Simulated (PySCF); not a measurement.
# Geometry relaxation of AsH (part 2 of 2)

The same run, continued: AsH, multiplicity 3; ROKS-olyp/lanl2dz, optimize (PySCF 2.14.0). Some settings of this run were made unusual or wrong on purpose.

Geometry of the input (Å):
```
As 0.0000  0.0000  0.0000
H  0.0000  0.0000  1.7190
```

Log, continued:
```
******** <class 'pyscf.scf.hf.DFSymAdaptedROKS_Scanner'> ********
method = DFSymAdaptedROKS_Scanner
initial guess = minao
damping factor = 0
level_shift factor = 0
DIIS = <class 'pyscf.scf.diis.CDIIS'>
diis_start_cycle = 1
diis_space = 8
diis_damp = 0
SCF conv_tol = 1e-09
SCF conv_tol_grad = None
SCF max_cycles = 50
direct_scf = False
num. doubly occ = 2  num. singly occ = 2
XC library pyscf.dft.libxc version 7.0.0
    S. Lehtola, C. Steigemann, M. J.T. Oliveira, and M. A.L. Marques.,  SoftwareX 7, 1–5 (2018)
XC functionals = olyp
    N. C. Handy and A. J. Cohen.,  Mol. Phys. 99, 403 (2001)
    C. Lee, W. Yang, and R. G. Parr.,  Phys. Rev. B 37, 785 (1988)
    B. Miehlich, A. Savin, H. Stoll, and H. Preuss.,  Chem. Phys. Lett. 157, 200 (1989)
radial grids:
    Treutler-Ahlrichs [JCP 102, 346 (1995); DOI:10.1063/1.469408] (M4) radial grids

becke partition: Becke, JCP 88, 2547 (1988); DOI:10.1063/1.454033
pruning grids: <function nwchem_prune>
grids dens level: 0
symmetrized grids: True
atomic radii adjust function: <function treutler_atomic_radii_adjust>
small_rho_cutoff = 0
Freeze 0 electrons in irreps []
    6 free electrons in irreps A1 E1x E1y
Set gradient conv threshold to 3.16228e-05
tot grids = 3072
init E= -6.65504504409391
HOMO (E1y) = -0.17307464488595  LUMO (A1) = 0.0168137430841468
cycle= 1 E= -6.65886759919676  delta_E= -0.00382  |g|= 0.00564  |ddm|= 0.0123
HOMO (E1y) = -0.171878029972729  LUMO (A1) = 0.019350976195419
cycle= 2 E= -6.65886693401555  delta_E= 6.65e-07  |g|= 0.00591  |ddm|= 0.019
HOMO (E1y) = -0.171476679561585  LUMO (A1) = 0.0188400166448407
cycle= 3 E= -6.65888805125426  delta_E= -2.11e-05  |g|= 0.000334  |ddm|= 0.00887
HOMO (E1y) = -0.171634219570468  LUMO (A1) = 0.018767359719137
cycle= 4 E= -6.65888812227354  delta_E= -7.1e-08  |g|= 9.89e-06  |ddm|= 0.000499
HOMO (E1y) = -0.171625879049266  LUMO (A1) = 0.0187744986824461
cycle= 5 E= -6.6588881223454  delta_E= -7.19e-11  |g|= 1.14e-06  |ddm|= 2.05e-05
HOMO (E1y) = -0.171625961732589  LUMO (A1) = 0.0187746128685516
Extra cycle  E= -6.65888812234531  delta_E= 9.06e-14  |g|= 1.27e-06  |ddm|= 4.07e-06
converged SCF energy = -6.65888812234531

******** <class 'pyscf.grad.rhf.Gradients_Scanner'> for <class 'pyscf.scf.hf.DFSymAdaptedROKS_Scanner'> ********
unit = Eh/Bohr
grid_response = True
--------------- DFSymAdaptedROKS_Scanner gradients ---------------
         x                y                z
0 As     0.0000000000     0.0000000000    -0.0013908528
1 H     0.0000000000     0.0000000000     0.0013908528
----------------------------------------------
cycle 3: E = -6.65888812235  dE = -2.85255e-05  norm(grad) = 0.00196696
Step    2 : Displace = 1.136e-02/1.136e-02 (rms/max) Trust = 1.414e-01 (+) Grad = 1.391e-03/1.391e-03 (rms/max) E (change) = -6.6588881223 (-2.853e-05) Quality = 0.265
Hessian Eigenvalues: 5.00000e-02 5.00000e-02 5.00000e-02 ... 5.00000e-02 5.00000e-02 1.49050e-01

Geometry optimization cycle 4
Cartesian coordinates (Angstrom)
 Atom        New coordinates             dX        dY        dZ
  As   0.000000   0.000000   0.070593    0.000000  0.000000  0.002469
   H   0.000000   0.000000   1.648407    0.000000  0.000000 -0.002469
New geometry
   1 As     0.000000000000   0.000000000000   0.070593101541 AA    0.000000000000   0.000000000000   0.133401628196 Bohr
   2 H      0.000000000000   0.000000000000   1.648406898459 AA    0.000000000000   0.000000000000   3.115037579932 Bohr

******** <class 'pyscf.scf.hf.DFSymAdaptedROKS_Scanner'> ********
method = DFSymAdaptedROKS_Scanner
initial guess = minao
damping factor = 0
level_shift factor = 0
DIIS = <class 'pyscf.scf.diis.CDIIS'>
diis_start_cycle = 1
diis_space = 8
diis_damp = 0
SCF conv_tol = 1e-09
SCF conv_tol_grad = None
SCF max_cycles = 50
direct_scf = False
num. doubly occ = 2  num. singly occ = 2
XC library pyscf.dft.libxc version 7.0.0
    S. Lehtola, C. Steigemann, M. J.T. Oliveira, and M. A.L. Marques.,  SoftwareX 7, 1–5 (2018)
XC functionals = olyp
    N. C. Handy and A. J. Cohen.,  Mol. Phys. 99, 403 (2001)
    C. Lee, W. Yang, and R. G. Parr.,  Phys. Rev. B 37, 785 (1988)
    B. Miehlich, A. Savin, H. Stoll, and H. Preuss.,  Chem. Phys. Lett. 157, 200 (1989)
radial grids:
    Treutler-Ahlrichs [JCP 102, 346 (1995); DOI:10.1063/1.469408] (M4) radial grids

becke partition: Becke, JCP 88, 2547 (1988); DOI:10.1063/1.454033
pruning grids: <function nwchem_prune>
grids dens level: 0
symmetrized grids: True
atomic radii adjust function: <function treutler_atomic_radii_adjust>
small_rho_cutoff = 0
Freeze 0 electrons in irreps []
    6 free electrons in irreps A1 E1x E1y
Set gradient conv threshold to 3.16228e-05
tot grids = 3072
init E= -6.65973333956135
HOMO (E1y) = -0.17125305948434  LUMO (A1) = 0.0203656318371886
cycle= 1 E= -6.6589042811663  delta_E= 0.000829  |g|= 0.00121  |ddm|= 0.00264
HOMO (E1y) = -0.171526080028931  LUMO (A1) = 0.0198067914577219
cycle= 2 E= -6.65890426444814  delta_E= 1.67e-08  |g|= 0.00127  |ddm|= 0.00409
HOMO (E1y) = -0.171609950425249  LUMO (A1) = 0.0199162184451327
cycle= 3 E= -6.65890522788478  delta_E= -9.63e-07  |g|= 7.12e-05  |ddm|= 0.00191
HOMO (E1y) = -0.171575839816418  LUMO (A1) = 0.0199321310845013
cycle= 4 E= -6.65890523112421  delta_E= -3.24e-09  |g|= 1.95e-06  |ddm|= 0.000107
HOMO (E1y) = -0.171577518852857  LUMO (A1) = 0.0199306833971853
cycle= 5 E= -6.65890523112701  delta_E= -2.8e-12  |g|= 2.13e-07  |ddm|= 4.01e-06
HOMO (E1y) = -0.171577505509776  LUMO (A1) = 0.019930658036032
Extra cycle  E= -6.65890523112701  delta_E= 1.78e-15  |g|= 2.39e-07  |ddm|= 7.61e-07
converged SCF energy = -6.65890523112701

******** <class 'pyscf.grad.rhf.Gradients_Scanner'> for <class 'pyscf.scf.hf.DFSymAdaptedROKS_Scanner'> ********
unit = Eh/Bohr
grid_response = True
--------------- DFSymAdaptedROKS_Scanner gradients ---------------
         x                y                z
0 As     0.0000000000     0.0000000000    -0.0000481714
1 H     0.0000000000     0.0000000000     0.0000481714
----------------------------------------------
cycle 4: E = -6.65890523113  dE = -1.71088e-05  norm(grad) = 6.81246e-05
Step    3 : Displace = 2.469e-03/2.469e-03 (rms/max) Trust = 1.414e-01 (=) Grad = 4.817e-05/4.817e-05 (rms/max) E (change) = -6.6589052311 (-1.711e-05) Quality = 2.636
Hessian Eigenvalues: 5.00000e-02 5.00000e-02 5.00000e-02 ... 5.00000e-02 5.00000e-02 1.43888e-01

Geometry optimization cycle 5
Cartesian coordinates (Angstrom)
 Atom        New coordinates             dX        dY        dZ
  As   0.000000   0.000000   0.070682    0.000000  0.000000  0.000089
   H   0.000000   0.000000   1.648318    0.000000  0.000000 -0.000089
New geometry
   1 As     0.000000000000   0.000000000000   0.070681681834 AA    0.000000000000   0.000000000000   0.133569020690 Bohr
   2 H      0.000000000000   0.000000000000   1.648318318166 AA    0.000000000000   0.000000000000   3.114870187437 Bohr

******** <class 'pyscf.scf.hf.DFSymAdaptedROKS_Scanner'> ********
method = DFSymAdaptedROKS_Scanner
initial guess = minao
damping factor = 0
level_shift factor = 0
DIIS = <class 'pyscf.scf.diis.CDIIS'>
diis_start_cycle = 1
diis_space = 8
diis_damp = 0
SCF conv_tol = 1e-09
SCF conv_tol_grad = None
SCF max_cycles = 50
direct_scf = False
num. doubly occ = 2  num. singly occ = 2
XC library pyscf.dft.libxc version 7.0.0
    S. Lehtola, C. Steigemann, M. J.T. Oliveira, and M. A.L. Marques.,  SoftwareX 7, 1–5 (2018)
XC functionals = olyp
    N. C. Handy and A. J. Cohen.,  Mol. Phys. 99, 403 (2001)
    C. Lee, W. Yang, and R. G. Parr.,  Phys. Rev. B 37, 785 (1988)
    B. Miehlich, A. Savin, H. Stoll, and H. Preuss.,  Chem. Phys. Lett. 157, 200 (1989)
radial grids:
    Treutler-Ahlrichs [JCP 102, 346 (1995); DOI:10.1063/1.469408] (M4) radial grids

becke partition: Becke, JCP 88, 2547 (1988); DOI:10.1063/1.454033
pruning grids: <function nwchem_prune>
grids dens level: 0
symmetrized grids: True
atomic radii adjust function: <function treutler_atomic_radii_adjust>
small_rho_cutoff = 0
Freeze 0 electrons in irreps []
    6 free electrons in irreps A1 E1x E1y
Set gradient conv threshold to 3.16228e-05
tot grids = 3072
init E= -6.65893537690562
HOMO (E1y) = -0.17156426907986  LUMO (A1) = 0.0199877416484928
cycle= 1 E= -6.65890560931265  delta_E= 2.98e-05  |g|= 4.38e-05  |ddm|= 9.53e-05
HOMO (E1y) = -0.171573898416548  LUMO (A1) = 0.019967741243278
cycle= 2 E= -6.65890560928804  delta_E= 2.46e-11  |g|= 4.58e-05  |ddm|= 0.000148
HOMO (E1y) = -0.171576956002431  LUMO (A1) = 0.0199716880534995
cycle= 3 E= -6.65890561054892  delta_E= -1.26e-09  |g|= 2.55e-06  |ddm|= 6.89e-05
HOMO (E1y) = -0.17157573504592  LUMO (A1) = 0.019972257355598
cycle= 4 E= -6.65890561055308  delta_E= -4.16e-12  |g|= 7.14e-08  |ddm|= 3.85e-06
HOMO (E1y) = -0.171575812127876  LUMO (A1) = 0.0199721902267083
Extra cycle  E= -6.65890561055308  delta_E= -3.55e-15  |g|= 2.15e-08  |ddm|= 1.98e-07
converged SCF energy = -6.65890561055308

******** <class 'pyscf.grad.rhf.Gradients_Scanner'> for <class 'pyscf.scf.hf.DFSymAdaptedROKS_Scanner'> ********
unit = Eh/Bohr
grid_response = True
--------------- DFSymAdaptedROKS_Scanner gradients ---------------
         x                y                z
0 As     0.0000000000     0.0000000000     0.0000004936
1 H     0.0000000000     0.0000000000    -0.0000004936
----------------------------------------------
cycle 5: E = -6.65890561055  dE = -3.79426e-07  norm(grad) = 6.98091e-07
```

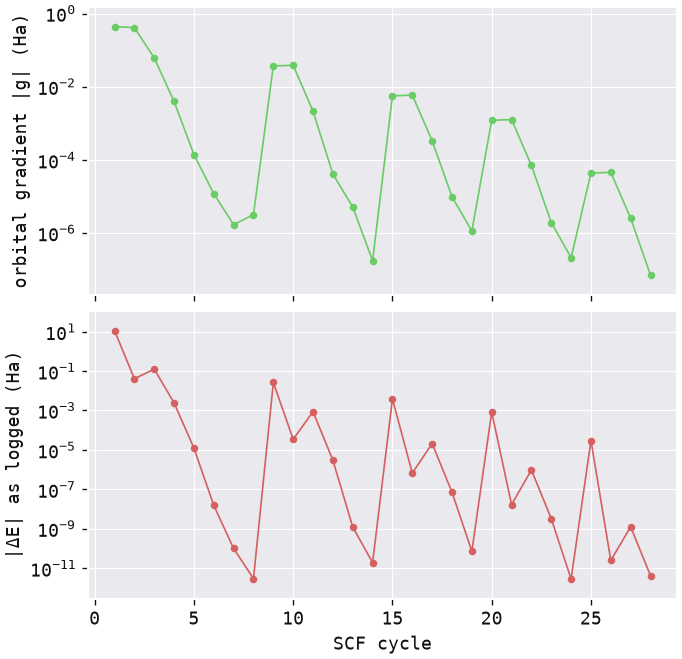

**Figure 1.** Convergence of the self-consistent field: orbital gradient |g| and size of the energy change against the SCF cycle. All cycles printed in the log are drawn one after another.

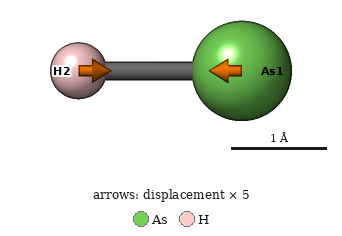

**Figure 2.** The starting structure with the displacements as orange arrows, magnified 5 times (ball-and-stick view, seen on its broad side). The two geometries are laid on each other by the best rigid fit. The largest moves after the best rigid fit, 0.071 Å, are those of As1 and H2. Largest moves by element: H 0.071 Å, As 0.071 Å. Distances before and after: As1–H2 1.719 → 1.578 Å. (Atoms are counted from 1 in the order of the input.)

```
Step    4 : Displace = 8.858e-05/8.858e-05 (rms/max) Trust = 2.000e-01 (+) Grad = 4.936e-07/4.936e-07 (rms/max) E (change) = -6.6589056106 (-3.794e-07) Quality = 47.055
Hessian Eigenvalues: 5.00000e-02 5.00000e-02 5.00000e-02 ... 5.00000e-02 5.00000e-02 1.43888e-01
Converged! =D

    #| If this code has benefited your research, please support us by citing: |#
    #| Wang, L.-P.; Song, C.C. (2016) "Geometry optimization made simple with |#
    #| translation and rotation coordinates", J. Chem, Phys. 144, 214108.     |#
    #|                                     |#
optimised geometry (angstrom)
As          0.00000000        0.00000000        0.07068168
H           0.00000000        0.00000000        1.64831832
orbital energies (hartree): [-0.5117 -0.2813 -0.173  -0.173  -0.0117  0.3464  0.3503]
```

What the run reported:

| quantity | value |
| --- | --- |
| outcome | converged |
| SCF energy at the first geometry | −6.654321 hartree |
| wall time | 3.2 s |

Some settings of this run were drawn to be unusual or wrong. It converged; results that depend on the unusual settings are not reference values.
